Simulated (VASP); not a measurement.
Band structure of MgO (space group Fm-3m). Computed with modified Becke-Johnson potential (mBJ), VASP's PBE PAW potentials (set 64) (plane waves; VASP 6.6.1).

mBJ is a potential without an energy functional, so only the levels count.

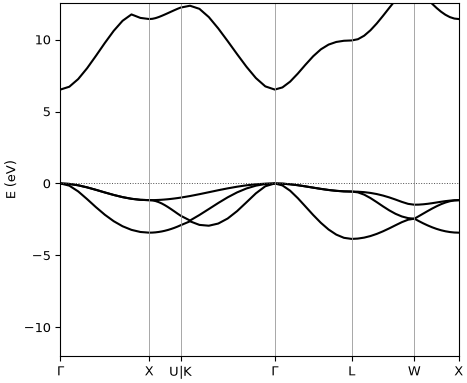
Fig. 1. Bands along high-symmetry lines, zero at the valence-band maximum or, without a gap, the Fermi level

Read the plot: is there a gap, and where are the band edges?

The gap is direct, 6.53 eV, from the valence maximum at Γ to the conduction minimum at Γ.

The structure comes from a computed database's MgO entry (Fm-3m); how it stands against other phases isn't given here. It was relaxed first. The cell's shape comes from a PBE relaxation.
